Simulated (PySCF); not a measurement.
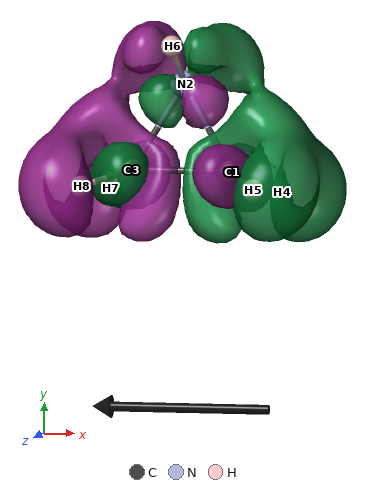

*C2H5N, SMILES `C1NC1`. Change of the electron density in a uniform field of 0.41 V/Å along −x (arrow), surfaces at ±0.003 e/Å³ (green: gain, purple: loss).*

Computed with PySCF, TPSSh/def2-SVPD, geometry: GFN2-xTB. No frequency check shows the geometry to be a minimum.

The field was applied in both directions; the picture shows the one opposite to the script's first.

### What dipole is induced, and what polarisability does it imply?

The induced dipole is 0.70 D (along the field); α along this axis, from the fields in both directions, is 34 bohr³ (5.1 Å³).
